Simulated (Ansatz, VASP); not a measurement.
# GaSb: VASP beside Ansatz

One calculation is typed for both programs; each brings its own data sets and cutoff. How far apart do they land? The cell comes out of the VASP series on this material, whose earlier steps may have relaxed, scaled or displaced it; both programs get it as it stands.

Main program and level: Ansatz 0.2.0; plane waves, with VASP 6.6.1 beside it; relaxation of cell and atoms at LDA.

## (1) The starting structure

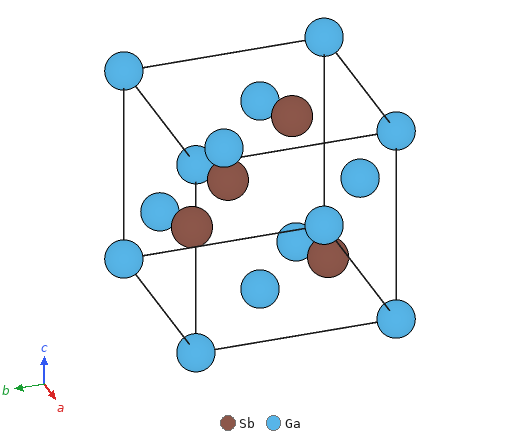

Start, viewed from a free direction; antimony brown, gallium blue. This picture shows the conventional cell, with its axes. Some periodic images of atoms are drawn too.

## (2) Ansatz: relaxation of cell and atoms, LDA

Ansatz runs on its default PAW (the set named soft_2) files.

The relaxed volume is the usual yardstick between codes: its relative difference is about their pressure difference at one cell divided by the bulk modulus.

File input.yaml:

```yaml
crystal:
  lattice:
    - [0.0, 3.027101828, 3.027101828]
    - [3.027101828, 0.0, 3.027101828]
    - [3.027101828, 3.027101828, 0.0]
  atoms:
    - { symbol: Sb, position: [0.25, 0.25, 0.25] }
    - { symbol: Ga, position: [0.0, 0.0, 0.0] }
hamiltonian:
  xc: lda
  pseudopotentials: { kind: paw }
kpoints:
  mp_grid: { grid: [10, 10, 10] }
scf:
  occupations: { method: gaussian, width: 0.03 }
relax:
  f_tol: 0.01
  max_steps: 60
  cell: { stress_tol: 0.05 }
output:
  forces: true
  stress: true
```

Command:

```console
$ ansatz run input.yaml --threads 4 --pin off --max-ram 9216MiB --backend cpu --events-out ev --progress --plain --runs-dir out
```

Numbers of over 12 decimals in the logs are rounded to 6 here.

Output:

```text
Engine: ansatz 0.2.0, x86_64-unknown-linux-gnu
Pseudopotentials: kind: paw
Pseudopotential: Sb, paw, valence charge 15, recommended cutoff 420 eV (normal), Sb.paw.azcp
Pseudopotential: Ga, paw, valence charge 13, recommended cutoff 420 eV (normal), Ga.paw.azcp
Functional definition: SPW92
  exchange = slater_x
  correlation = pw_c
Crystal: 2 atoms, lattice volume = 55.477 Å³
Basis set: ecut = 420 eV, 1067 PW (Γ)
Bands: 18, of which v1, the nominal top of the filled ones, is band 14 counted from 1 (13 counted from 0)
Symmetry: 24 space group operations
Space group: F-43m (ITA 216), of the structure as read, at distance tolerance 3.8e-5 Å
k-points: 47 of 1000 (time reversal used)
Non-local potential: Sb, projectors of the file, l = 0: 2, l = 1: 2, l = 2: 2, l = 3: 2
Non-local potential: Ga, projectors of the file, l = 0: 2, l = 1: 2, l = 2: 3, l = 3: 1
PAW form: soft (Blöchl's): semilocal exchange-correlation on the pseudo side does not see the compensation charge
PAW frozen core: Sb, regenerated for the run's functional, and the local potential with it (the file was generated under x = pbe(κ = 0.804, μ = 0.219515), c = pbe(β = 0.066725))
PAW frozen core: Ga, regenerated for the run's functional, and the local potential with it (the file was generated under x = pbe(κ = 0.804, μ = 0.219515), c = pbe(β = 0.066725))
PAW one-centre angular grid: Sb, 590 points (default); XC on 64 Gauss nodes
PAW one-centre angular grid: Ga, 590 points (default); XC on 64 Gauss nodes
Initial density: superposition of atomic densities (neutral atoms: chi_scale 0, normalization atom), corrected by the library's trained network
Initial wavefunctions: pseudopotential atomic-orbital guess
Functional: x = slater, c = lda
SCF iter   1: F=—  HF=-10043.055140 eV  |F-HF|=—  |Δ(HF+E_count)|=         —  Δρ=5.85e-3  dr2=8.67e-3  ethr=1.77e-3  ⟨swp⟩=6.1  Hψ=4526  notcnv=0
preconditioner: auto → none  [insulator: Δε(μ)=0.032 eV  Ē_g=14.720 eV  σ=0.030 eV  W_gap=0.52  n_scr=14 (ndim 8)  ℏωp=21.2 eV  f_vac=0.085  D(μ)=0.09/eV (n_scr^D=0)  ε∞_Penn≈3.1]
SCF iter   2: F=—  HF=-10043.051529 eV  |F-HF|=—  |Δ(HF+E_count)|=   3.61e-3  Δρ=2.42e-3  dr2=1.15e-3  ethr=3.10e-5  ⟨swp⟩=2.5  Hψ=1982  notcnv=0
SCF iter   3: F=—  HF=-10043.051537 eV  |F-HF|=—  |Δ(HF+E_count)|=   8.35e-6  Δρ=5.61e-4  dr2=1.26e-4  ethr=4.10e-6  ⟨swp⟩=2.4  Hψ=1292  notcnv=0
SCF iter   4: F=—  HF=-10043.051519 eV  |F-HF|=—  |Δ(HF+E_count)|=   1.83e-5  Δρ=2.19e-4  dr2=1.60e-5  ethr=4.50e-7  ⟨swp⟩=2.0  Hψ=1270  notcnv=0
SCF iter   5: F=—  HF=-10043.051509 eV  |F-HF|=—  |Δ(HF+E_count)|=   1.01e-5  Δρ=2.48e-5  dr2=3.11e-7  ethr=5.70e-8  ⟨swp⟩=2.0  Hψ=1270  notcnv=0
SCF iter   6: F=-10043.051509 eV  HF=-10043.051509 eV  |F-HF|=2.87e-9  |Δ(HF+E_count)|=   6.43e-8  Δρ=4.55e-6  dr2=8.92e-9  ethr=3.57e-10  ⟨swp⟩=4.5  Hψ=3034  notcnv=0
SCF 1 converged in 6 iterations: F = -10043.051509 eV  dr2 = 8.92e-9
  greatest PAW one-centre occupation: 0.998 electrons in one spin orbital (limit 2), on the Sb atom at site 0 (counted from 0), in its partial waves of l = 2
relax step   1: F+E_penalty+E_count = -10043.05150873 eV  Δ(F+E_penalty+E_count) = +0.000e0 eV  max|allowed force component| = 1.850e-16 eV/Å  Δτ_max = 0.0000 Å  P = -0.164 GPa  Ω = 55.477 Å³  (6 SCF iters, dr2 threshold 1.00e-7 eV, accepted)
[...]
relax step   2: F+E_penalty+E_count = -10043.05163235 eV  Δ(F+E_penalty+E_count) = -1.236e-4 eV  max|allowed force component| = 3.412e-17 eV/Å  Δτ_max = 0.0000 Å  P = +0.042 GPa  Ω = 55.265 Å³  energy of the carried Pulay correction = +4.150e-5 eV  (4 SCF iters, dr2 threshold 6.75e-8 eV, accepted)
[...]
relax step   3: F+E_penalty+E_count = -10043.05159003 eV  Δ(F+E_penalty+E_count) = +4.232e-5 eV  max|allowed force component| = 4.626e-17 eV/Å  Δτ_max = 0.0000 Å  P = +0.042 GPa  Ω = 55.265 Å³  stress off target by 4.19e-2 GPa  SCF on the basis re-selected at this cell (its energy is not comparable with the rows above)  (4 SCF iters)
basis re-selected at this cell: Δ(F+E_penalty+E_count) = +4.232e-5 eV, ΔP = +0.000 GPa vs the last step (what re-selecting the basis moved, of the pressure what is left beyond the Pulay correction that the steps carried, after the strain that the cell walked since its last selection, with what the two solves' SCF thresholds leave and, on support functions, any second-order correction that the steps lacked; it is no m [...]
SCF converged after 4 iterations
Free energy (F): -10043.051590 eV
Harris-Foulkes:  -10043.051590 eV  (|F-HF|=3.64e-12)
Internal energy: -10043.051577 eV  (E = F + TS)
E sigma→0 (E₀):  -10043.051584 eV
Entropy (-TS):   -0.000013 eV (-0.006 meV/atom)
Fermi energy:    7.893165 eV
--- Per-component energies (eV) ---
  E_band       = -259.716935
  E_kinetic    = 325.674054
  E_local      = -3875.761818  (includes V_loc(G=0)·N_el)
  E_nonlocal   = 793.259456
  E_hartree    = 1781.828243
  E_xc         = -207.039406
  E_vxc        = -156.406392  (∫ρ·V_xc dr)
  E_paw        = -6339.885651  (= ΣΔE_a)
  E_vpaw       = -910.138475  (= ΣTr[D̂ρ^β])
  E_aug_tail   = -0.000127  (compensation charges beyond the density's cutoff)
  E_ewald      = -2523.413632
  E_core_change = 2.287303  (= ΣΔE_core)
  E_smearing   = -0.000013  (= −TS)
  E_closure    = 0.000000  (closes the sum)
  Σ components = -10043.051590   (vs F -10043.051590, Δ=0.00e0)
--- Forces (eV/Å), atoms counted from 1 ---
  atom   1  Sb    -0.00000000    -0.00000000    -0.00000000
  atom   2  Ga     0.00000000     0.00000000    -0.00000000
  max |Σ_I F_I| component: 5.20e-17 eV/Å
--- Stress (GPa, compression-positive) ---
        0.041934      -0.000000       0.000000
       -0.000000       0.041934       0.000000
        0.000000       0.000000       0.041934
  P = ⅓ Tr σ = 0.0419 GPa (0.419 kbar)
--- Relaxed structure (2 steps of the walk, 2 accepted, 1 SCFs on fresh bases) ---
  F+E_penalty+E_count = -10043.05159003 eV   max|allowed force component| = 4.626e-17 eV/Å   (the final SCF, on the basis selected at the relaxed cell)
  cell:  # Å, volume = 55.2650 Å³
    - [0, 3.023245, 3.023245]
    - [3.023245, 0, 3.023245]
    - [3.023245, 3.023245, 0]
  atoms:
    - { symbol: Sb, position: [0.25, 0.25, 0.25] }
    - { symbol: Ga, position: [0, 0, 0] }
```

The job ended after 2.4 s (4 threads of Intel Xeon 6975P-C (Granite Rapids), shared host; peak memory 0.46 GiB; 8.5 s of CPU time).

## (3) VASP: relaxation of cell and atoms, LDA

The same cell, functional (in two slightly different forms), mesh and smearing now go to VASP, with its own data sets and cutoff.

Lines of VASP's logs that name or quote its potential files are left out, and so is its time.

File INCAR:

```
SYSTEM = GaSb
PREC = Accurate
ENCUT = 450
EDIFF = 1E-07
NELM = 100
ISMEAR = 0
SIGMA = 0.03
LREAL = .FALSE.
ALGO = Normal
GGA = CA
NBANDS = 15
LORBIT = 11
LWAVE = .FALSE.
LCHARG = .FALSE.
KPAR = 4
IBRION = 2
NSW = 50
ISIF = 3
EDIFFG = -0.002
```

File POSCAR:

```
GaSb
1.0
    0.0000000000      3.0271018280      3.0271018280
    3.0271018280      0.0000000000      3.0271018280
    3.0271018280      3.0271018280      0.0000000000
Sb Ga
1 1
Direct
    0.2500000000      0.2500000000      0.2500000000
    0.0000000000      0.0000000000      0.0000000000
```

File KPOINTS:

```
Automatic mesh
0
Gamma
10 10 10
0 0 0
```

The projector-augmented-wave data sets are Sb and Ga_d (LDA family, release 64).

Command:

```console
$ mpirun -np 4 vasp_std
```

Output:

```text
[banner, memory and clock lines left out]
running    4 mpi-ranks, on    1 nodes
 distrk:  each k-point on    1 cores,    4 groups
 distr:  one band on    1 cores,    1 groups

 POSCAR found type information on POSCAR SbGa
 POSCAR found :  2 types and       2 ions
 LDA part: xc-table for (Slater(with rela. corr.)+CA(PZ))
 , standard interpolation
 POSCAR, INCAR and KPOINTS ok, starting setup
 FFT: planning ... GRIDC
 FFT: planning ... GRID_SOFT
 FFT: planning ... GRID
 WAVECAR not read
 entering main loop
       N       E                     dE             d eps       ncg     rms          rms(c)
DAV:   1     0.782121150761E+02    0.78212E+02   -0.81288E+03  1426   0.136E+03
DAV:   2    -0.274477353771E+01   -0.80957E+02   -0.77986E+02  1662   0.291E+02
DAV:   3    -0.868904473657E+01   -0.59443E+01   -0.59161E+01  1676   0.653E+01
DAV:   4    -0.879772022580E+01   -0.10868E+00   -0.10866E+00  1733   0.100E+01
DAV:   5    -0.880033264260E+01   -0.26124E-02   -0.26123E-02  1787   0.139E+00    0.343E+00
DAV:   6    -0.870901862834E+01    0.91314E-01   -0.76217E-02  2105   0.448E+00    0.199E+00
DAV:   7    -0.867214548724E+01    0.36873E-01   -0.53036E-02  1585   0.186E+00    0.293E-01
DAV:   8    -0.867189511967E+01    0.25037E-03   -0.48547E-03  1792   0.858E-01    0.985E-02
DAV:   9    -0.867197322195E+01   -0.78102E-04   -0.34756E-04  1710   0.166E-01    0.402E-02
DAV:  10    -0.867196606159E+01    0.71604E-05   -0.17665E-05  1820   0.370E-02    0.144E-02
DAV:  11    -0.867196814989E+01   -0.20883E-05   -0.44543E-06  1621   0.198E-02    0.523E-03
DAV:  12    -0.867196811661E+01    0.33285E-07   -0.23611E-07  1787   0.353E-03
   1 F= -.86719681E+01 E0= -.86719664E+01  d E =-.867197E+01
[...]
2 F= -.86719671E+01 E0= -.86719659E+01  d E =0.991402E-06
[...]
3 F= -.86719693E+01 E0= -.86719677E+01  d E =-.117354E-05
[...]
4 F= -.86719690E+01 E0= -.86719676E+01  d E =-.880247E-06
 curvature:  -0.27 expect dE=-0.793E-06 dE for cont linesearch -0.793E-06
 ZBRENT: interpolating
 opt :   0.4982  next Energy=    -8.671970 (dE=-0.147E-05)
 bond charge predicted
       N       E                     dE             d eps       ncg     rms          rms(c)
DAV:   1    -0.867197150252E+01   -0.24919E-05   -0.27631E-05  1781   0.871E-02    0.849E-03
DAV:   2    -0.867196975588E+01    0.17466E-05   -0.31967E-06  1739   0.336E-02    0.386E-03
DAV:   3    -0.867196932603E+01    0.42985E-06   -0.44549E-07  1648   0.108E-02    0.888E-04
DAV:   4    -0.867196927746E+01    0.48568E-07   -0.44837E-08   761   0.287E-03
   5 F= -.86719693E+01 E0= -.86719678E+01  d E =-.116085E-05
 curvature:  -0.10 expect dE=-0.320E-07 dE for cont linesearch -0.320E-07
 trial: gam=-0.14952 g(F)=  0.324E-48 g(S)=  0.311E-06 ort = 0.170E-05 (trialstep = 0.900E+00)
 search vector abs. value=  0.105E-07
 reached required accuracy - stopping structural energy minimisation
```

From OUTCAR (step 3):

```text
ion  position               nearest neighbor table
   1  0.250  0.250  0.250-   2 2.62   2 2.62   2 2.62   2 2.62
   2  0.000  0.000  0.000-   1 2.62   1 2.62   1 2.62   1 2.62

  LATTYP: Found a face centered cubic cell.
 ALAT       =     6.0542036560

 Subroutine GETGRP returns: Found 24 space group operations
 (whereof 24 operations were pure point group operations)

The static configuration has the point symmetry T_d .

 Found     47 irreducible k-points:

   k-points           NKPTS =     47   k-points in BZ     NKDIM =     47   number of bands    NBANDS=     15

   dimension x,y,z NGX =    30 NGY =   30 NGZ =   30
   dimension x,y,z NGXF=    60 NGYF=   60 NGZF=   60

   ENCUT  =  450.0 eV  33.07 Ry    5.75 a.u.   7.40  7.40  7.40*2*pi/ulx,y,z

   NELECT =      18.0000    total number of electrons

 k-points in reciprocal lattice and weights: Automatic mesh
   0.00000000  0.00000000  0.00000000       0.001
   0.10000000  0.00000000  0.00000000       0.008
   0.20000000  0.00000000  0.00000000       0.008
   0.30000000  0.00000000  0.00000000       0.008
   0.40000000  0.00000000  0.00000000       0.008
   0.50000000  0.00000000  0.00000000       0.004
   0.10000000  0.10000000  0.00000000       0.006
   0.20000000  0.10000000  0.00000000       0.024
   0.30000000  0.10000000  0.00000000       0.024
[...]
-0.30000000  0.40000000  0.20000000       0.024
  -0.30000000  0.50000000  0.20000000       0.012

 average (electrostatic) potential at core
       1 -88.3603       2 -66.6019

 E-fermi :   5.0683

 k-point     1 :       0.0000    0.0000    0.0000
  band No.  band energies     occupation
    ...
      5     -10.1445      2.00000
      6      -6.7297      2.00000
      7       5.0124      1.99159
      8       5.0124      1.99159
      9       5.0124      1.99159
     10       5.1158      0.02524
     11       7.7528      0.00000
     12       7.7528      0.00000
     13       7.7528      0.00000
     14      10.6516      0.00000
    ...

 k-point     2 :       0.1000    0.0000    0.0000
  band No.  band energies     occupation
    ...
      5     -10.1446      2.00000
      6      -6.6230      2.00000
      7       3.4078      2.00000
      8       4.8303      2.00000
      9       4.8303      2.00000
     10       6.0211      0.00000
     11       7.9982      0.00000
     12       7.9982      0.00000
     13       8.1635      0.00000
     14      11.2522      0.00000
    ...

 k-point     3 :       0.2000    0.0000    0.0000
  band No.  band energies     occupation
    ...
      5     -10.1449      2.00000
      6      -6.3120      2.00000
      7       1.6904      2.00000
      8       4.4595      2.00000
      9       4.4595      2.00000
     10       5.9440      0.00000
     11       8.4631      0.00000
     12       8.4631      0.00000
     13       9.4603      0.00000
     14      12.1134      0.00000
    ...

  Total       -0.0020733     -0.0020733     -0.0020733      0.0000000      0.0000000      0.0000000
  in kB       -0.0599020     -0.0599020     -0.0599020      0.0000000      0.0000000      0.0000000
  external PRESSURE =      -0.0599020 kB  Pullay stress =       0.0000000 kB

  energy-cutoff  :      450.00
  volume of cell :       55.45
      direct lattice vectors                 reciprocal lattice vectors
     0.000000000  3.026689750  3.026689750    -0.165196978  0.165196978  0.165196978
     3.026689750 -0.000000000  3.026689750     0.165196978 -0.165196978  0.165196978
     3.026689750  3.026689750 -0.000000000     0.165196978  0.165196978 -0.165196978

 POSITION                                       TOTAL-FORCE (eV/Angst)
 -----------------------------------------------------------------------------------
      1.51334      1.51334      1.51334         0.000000      0.000000      0.000000
      0.00000      0.00000      0.00000        -0.000000     -0.000000     -0.000000
 -----------------------------------------------------------------------------------
    total drift:                               -0.000000     -0.000000      0.000000

  FREE ENERGIE OF THE ION-ELECTRON SYSTEM (eV)
  ---------------------------------------------------
  free  energy   TOTEN  =        -8.6719692775 eV

  energy  without entropy=       -8.6719663157  energy(sigma->0) =       -8.67196780

 reached required accuracy - stopping structural energy minimisation

 total charge
# of ion       s       p       d       tot
------------------------------------------
    1        1.136   1.363   0.031   2.530
    2        0.920   0.798   9.966  11.684
--------------------------------------------------
tot          2.056   2.161   9.997  14.214

[... 3 further parts left out ...]
```

CONTCAR:

```
GaSb
   1.00000000000000
     0.0000000000000000    3.0266897503200019    3.0266897503200019
     3.0266897503200019   -0.0000000000000000    3.0266897503200019
     3.0266897503200019    3.0266897503200019   -0.0000000000000000
  Sb              Ga
     1     1
Direct
     0.2500000000000000    0.2500000000000000    0.2500000000000000
     0.0000000000000000    0.0000000000000000    0.0000000000000000
```

## (4) Side by side

Known differences besides the PAW data sets themselves: the two LDA forms differ slightly; both relaxations stop at a tolerance, which leaves soft axes loose, and VASP keeps its plane-wave basis; the data sets hold 28 valence electrons in Ansatz (default PAW (the set named soft_2) files) and 18 in VASP; the cutoff is 420 eV in Ansatz and 450 eV in VASP; Ansatz makes its cores anew for this functional, VASP keeps those of its LDA data sets; Ansatz adds a Pulay correction to the stress that steers its cell, VASP none. Total energies have different zeros and are not compared.

Both answers:

```csv
quantity,Ansatz,VASP,difference
volume (Å³),55.27,55.45,-0.34 %
"edge a after relaxation, in the typed setting (Å)",4.276,4.280,-0.11 %
```

The walks stopped with 0.04 GPa left in Ansatz and -0.01 GPa in VASP; each walk ends within a tolerance, so the volume difference is uncertain by about these residues over the bulk modulus, most in soft cells.

## (5) Summary of results

| Property | Result |
| --- | --- |
| difference in volume (relaxation of cell and atoms, LDA) | -0.34 % |

The difference in volume is -0.34 % (relaxation of cell and atoms, LDA), within the 1.2 % picked in this series as the mark of a large difference, as far as the stopping tolerances let one tell. Differences of this kind measure data sets and numerical settings, not the functional's error against experiment.

[Lines on the potential files, build, host, timing and source positions are cut from VASP's logs without a mark.]

[Logs are printed without paths, hosts, clocks, repeated set-up lines and the standing remarks that a program may print on its own settings, such as how far it seeks lower states.]

[Hosts, paths, dates, database ids (printed as entryN), source tags and the programs' standing remarks are cut or masked in the printed files.]
